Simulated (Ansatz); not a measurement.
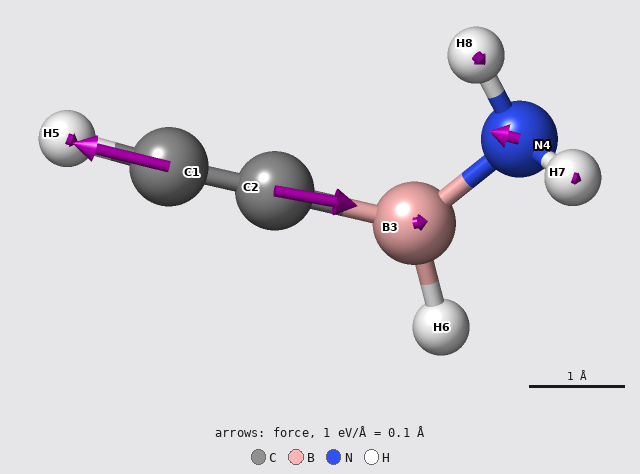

Starting geometry of C2H4BN (coarse preliminary run) with the computed forces as purple arrows. Style: ball-and-stick. Shown from a free direction.

The start comes from a force field.

Computed with RKS PBE-D4/def2-SVP (Ansatz).

Input
```yaml
crystal:
  periodic: [false, false, false]
  atoms:
    - {symbol: C, position_ang: [-0.296300, 1.837300, -0.931500]}
    - {symbol: C, position_ang: [-0.055000, 0.966200, -0.214300]}
    - {symbol: B, position_ang: [0.289800, -0.194300, 0.702900]}
    - {symbol: N, position_ang: [-0.148200, -1.586600, 0.467500]}
    - {symbol: H, position_ang: [-0.600400, 2.676800, -1.601800]}
    - {symbol: H, position_ang: [1.028100, 0.019800, 1.641400]}
    - {symbol: H, position_ang: [0.627000, -2.212300, 0.291800]}
    - {symbol: H, position_ang: [-0.752900, -1.563900, -0.411800]}
basis:
  gaussian: {orbitals: def2-SVP}
hamiltonian: {xc: pbe, dispersion: d4}
relax: {f_tol: 0.03, max_steps: 200}
```

Launched with:
```bash
ansatz run in.yaml --threads 2 --pin off --events-out ev --progress --plain --max-ram 4352MiB
```

Q: What follows when this structure is relaxed?

A: It isn't relaxed: the largest force vector, on C1, is 10.58 eV/Å. The final displacements have little in common with the starting forces (cosine between the two patterns 0.12). Over 7 geometry steps the energy falls by 94.3 kJ/mol. Largest force component: 8 eV/Å at the start, 0.013 eV/Å at the end. H7 moves most after the best rigid fit: 0.63 Å. By element the largest moves are H 0.63 Å, N 0.27 Å, B 0.16 Å, C 0.15 Å. Near-neighbour distances that change, for instance: B3–N4 1.478 → 1.401 Å, C1–C2 1.154 → 1.230 Å, N4–H8 1.067 → 1.021 Å, C1–H5 1.116 → 1.082 Å. Bond angles that change, for instance: B3–N4–H8 106.2° → 123.3°, B3–N4–H7 112.5° → 122.7°, H7–N4–H8 107.7° → 114.0°. The run took 9.5 s on 2 threads of Arm Neoverse V1 (shared host).
